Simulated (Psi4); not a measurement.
# SnNH4Cl (SMILES [NH2][SnH2][Cl]): B3LYP/def2-TZVPD (density fitting, core potential, sweep point 3)

What is the vertical ionisation energy of SnNH4Cl at B3LYP/def2-TZVPD (density fitting, core potential, sweep point 3)? The job is set up through a Python script.

The calculation is run with Psi4 1.11.

4 further runs of the same task are left out: 4 set aside as unsound or not needed. Runs told in other sessions of the task aren't counted.

## 1. The structure to begin with

SnNH4Cl has 7 atoms, charge 0, and is taken as a singlet. As SMILES, `[NH2][SnH2][Cl]`. The shape is that of a PBE0-D4/def2-TZVP optimisation. This is one conformer, not always the lowest.

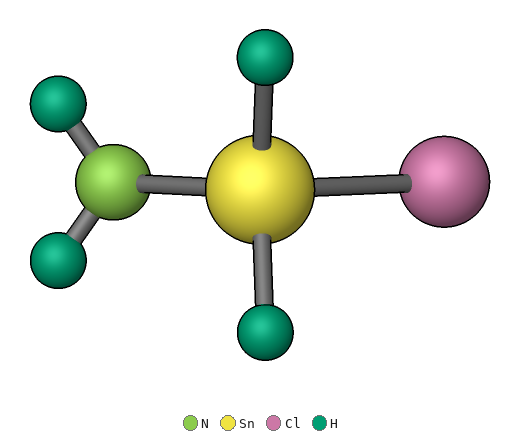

The structure, seen from a chosen angle (nitrogen green, tin yellow, chlorine pink, hydrogen teal).

## 2. A single-point energy at B3LYP/def2-TZVPD (density fitting, core potential, sweep point 3)

run.py reads:

```python
import psi4

psi4.set_memory('1600 MB')
psi4.set_num_threads(1)
psi4.core.set_output_file('run.log', False)

mol = psi4.geometry("""
0 1
N     -1.83832557    -0.03798350    -1.57829926
Sn     1.06259300     0.07823466     0.84867600
Cl     1.59946419    -4.03173069     2.36404738
H     -3.40812107     0.91746203    -1.07052985
H     -1.42938884     0.31218276    -3.40717620
H      0.32654467     1.84588448     3.42909703
H      3.80288485     0.78763785    -0.67217558
units au
symmetry c1
""")

psi4.set_options({
    'basis': 'def2-TZVPD',
    'puream': True,
    'scf_type': 'df',
    'dft_radial_points': 35,
    'dft_spherical_points': 110,
})

energy_value, wavefunction = psi4.energy('b3lyp', return_wfn=True)
print(f'b3lyp energy: {energy_value:.10f} Eh')
```

Command:

```sh
python run.py
```

run.log:

```text
[...]
    !!!  WARNING: ECP capability is in beta. Please check occupations closely.  !!!
[...]
  Running in c1 symmetry.
[...]
  Nuclear repulsion =  186.923705874778818
[...]
  Multiplicity = 1
[...]
  Nalpha       = 25
  Nbeta        = 25
[...]
    Number of basis functions: 175
[...]
   @DF-RKS iter   1:  -731.21895569627304   -8.09346e-01   6.74238e-03 DIIS/ADIIS
[...]
   @DF-RKS iter   9:  -731.82770076750364   -2.45311e-07   8.81660e-07 DIIS
[...]
    Orbital Energies [Eh]
    ---------------------
    Doubly Occupied:
       1A   -101.497503     2A    -14.311814     3A     -9.429800
       4A     -7.188631     5A     -7.183716     6A     -7.183581
       7A     -5.126544     8A     -3.469355     9A     -3.466002
      10A     -3.465996    11A     -1.057529    12A     -1.054448
      13A     -1.052143    14A     -1.048355    15A     -1.047374
      16A     -0.842869    17A     -0.790406    18A     -0.529388
      19A     -0.494363    20A     -0.388643    21A     -0.361986
      22A     -0.359760    23A     -0.308755    24A     -0.304208
      25A     -0.273856
[...]
  @DF-RKS Final Energy:  -731.82770076750364
   => Energetics <=
    Nuclear Repulsion Energy =            186.9237058747788183
    One-Electron Energy =               -1461.5833110720866443
    Two-Electron Energy =                 587.1498936524130841
    DFT Exchange-Correlation Energy =     -44.3179892226088086
    Empirical Dispersion Energy =           0.0000000000000000
    VV10 Nonlocal Energy =                  0.0000000000000000
    Total Energy =                       -731.8277007675036430
[...]
 Multipole Moments:
 ------------------------------------------------------------------------------------
     Multipole            Electronic (a.u.)      Nuclear  (a.u.)        Total (a.u.)
 ------------------------------------------------------------------------------------
 L = 1.  Multiply by 2.5417464519 to convert [e a0] to [Debye]
 Dipole X            :          8.2061686           -8.3750827           -0.1689141
 Dipole Y            :         27.4188534          -26.1362595            1.2825938
 Dipole Z            :         -0.1265002           -0.3481298           -0.4746300
 Magnitude           :                                                    1.3779886
[...]
```

On the terminal:

```text
b3lyp energy: -731.8277007675 Eh
```

It took 7.8 s on 1 thread of Intel Xeon Platinum 8488C (Sapphire Rapids), shared host; peak memory 0.44 GiB.

## 3. The doublet cation

calc.py reads:

```python
import psi4

psi4.set_memory(1600000000)
psi4.set_num_threads(1)
psi4.set_output_file('run.log', False)

geom = psi4.geometry("""
1 2
N     -1.83832557    -0.03798350    -1.57829926
Sn     1.06259300     0.07823466     0.84867600
Cl     1.59946419    -4.03173069     2.36404738
H     -3.40812107     0.91746203    -1.07052985
H     -1.42938884     0.31218276    -3.40717620
H      0.32654467     1.84588448     3.42909703
H      3.80288485     0.78763785    -0.67217558
units bohr
symmetry c1
""")

psi4.set_options({
    'basis': 'def2-TZVPD',
    'reference': 'uks',
    'puream': True,
    'scf_type': 'df',
    'dft_radial_points': 35,
    'dft_spherical_points': 110,
    'maxiter': 100,
})

E, wfn = psi4.energy("b3lyp", molecule=geom, return_wfn=True)
print(f'total energy {E:.8f} hartree = {E * 27.211386:.5f} eV')
```

Command:

```sh
python calc.py
```

run.log:

```text
[...]
    !!!  WARNING: ECP capability is in beta. Please check occupations closely.  !!!
[...]
  Running in c1 symmetry.
[...]
  Nuclear repulsion =  186.923705874778818
[...]
  Multiplicity = 2
[...]
  Nalpha       = 25
  Nbeta        = 24
[...]
    Number of basis functions: 175
[...]
   @DF-UKS iter   1:  -730.80698611839045   -3.97376e-01   6.68809e-03 ADIIS/DIIS
[...]
   @DF-UKS iter  16:  -731.46566804677946   -1.97721e-07   9.26400e-07 DIIS
[...]
   @S^2 Observed:                7.569356833E-01
[...]
    Orbital Energies [Eh]
    ---------------------
    Alpha Occupied:
       1A   -101.696426     2A    -14.653208     3A     -9.626945
       4A     -7.388186     5A     -7.380594     6A     -7.379588
       7A     -5.344462     8A     -3.687881     9A     -3.685328
      10A     -3.681472    11A     -1.283443    12A     -1.272508
      13A     -1.267992    14A     -1.264735    15A     -1.264244
      16A     -1.161330    17A     -0.984461    18A     -0.792891
      19A     -0.767110    20A     -0.655552    21A     -0.626322
      22A     -0.560009    23A     -0.545847    24A     -0.499182
      25A     -0.489638
    Alpha Virtual:
[...]
  @DF-UKS Final Energy:  -731.46566804677946
   => Energetics <=
    Nuclear Repulsion Energy =            186.9237058747788183
    One-Electron Energy =               -1450.3531026956852656
    Two-Electron Energy =                 576.0318838461481619
    DFT Exchange-Correlation Energy =     -44.0681550720211348
    Empirical Dispersion Energy =           0.0000000000000000
    VV10 Nonlocal Energy =                  0.0000000000000000
    Total Energy =                       -731.4656680467794558
  UHF NO Occupations:
  HONO-2 :   23  A 1.9993230
  HONO-1 :   24  A 1.9978925
[...]
 Multipole Moments:
 ------------------------------------------------------------------------------------
     Multipole            Electronic (a.u.)      Nuclear  (a.u.)        Total (a.u.)
 ------------------------------------------------------------------------------------
 L = 1.  Multiply by 2.5417464519 to convert [e a0] to [Debye]
 Dipole X            :          6.9474843           -8.3750827           -1.4275984
 Dipole Y            :         27.6292704          -26.1362595            1.4930109
 Dipole Z            :         -1.2513284           -0.3481298           -1.5994582
 Magnitude           :                                                    2.6125438
[...]
```

Standard output:

```text
total energy -731.46566805 hartree = -19904.19464 eV
```

Run time: 12 s. Hardware: 1 thread of Intel Xeon Platinum 8488C (Sapphire Rapids), shared host; peak memory 0.44 GiB.

## 4. Summary of results

At B3LYP/def2-TZVPD (density fitting, core potential, sweep point 3):

```
                                          quantity          value
                     singlet SnNH4Cl: total energy  -731.82770 Eh
                    singlet SnNH4Cl: dipole moment         3.50 D
                      singlet SnNH4Cl: HOMO energy       -7.45 eV
                      singlet SnNH4Cl: LUMO energy       -0.95 eV
                    singlet SnNH4Cl: HOMO–LUMO gap        6.50 eV
                      doublet cation: total energy  -731.46567 Eh
doublet cation: HOMO energy (highest over α and β)      -13.25 eV
 doublet cation: LUMO energy (lowest over α and β)      -12.21 eV
                              doublet cation: ⟨S²⟩          0.757
vertical ionisation energy (to the doublet cation)       9.851 eV
```

The vertical ionisation energy comes to 9.85 eV (227 kcal/mol). −ε(HOMO) before ionisation, 7.45 eV, is 2.40 eV below this ionisation energy.
